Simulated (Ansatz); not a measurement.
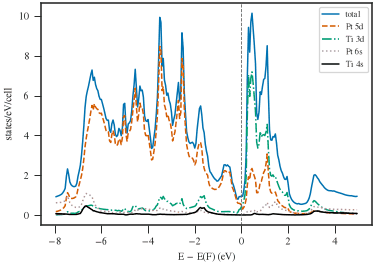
Fig. 1. Total and projected density of states of TiPt₃ (Cu3Au type, space group No. 221), PBEsol (plane waves, PAW; program Ansatz)

Q: Which orbitals carry the states next to the Fermi level?

A: Within 0.5 eV of the Fermi level: Ti 3d 60 %, Pt 5d 34 %. Projections are on Löwdin-orthogonalised atomic valence shells; empty p or d shells of many metals are not among them.

Q: Where is the tallest occupied peak in this window, and what makes it?

A: Near -3.5 eV, about 9.9 states/eV per cell; the largest projected share is Pt 5d.

Space group Pm-3m (Cu3Au type). Symmetry was held in the PBEsol relaxation; of distortions, only those at the zone centre were tested. The run is not spin-polarised. Spin–orbit coupling is left out wherever it is not named.

Potentials: the later of the program's two PAW sets.
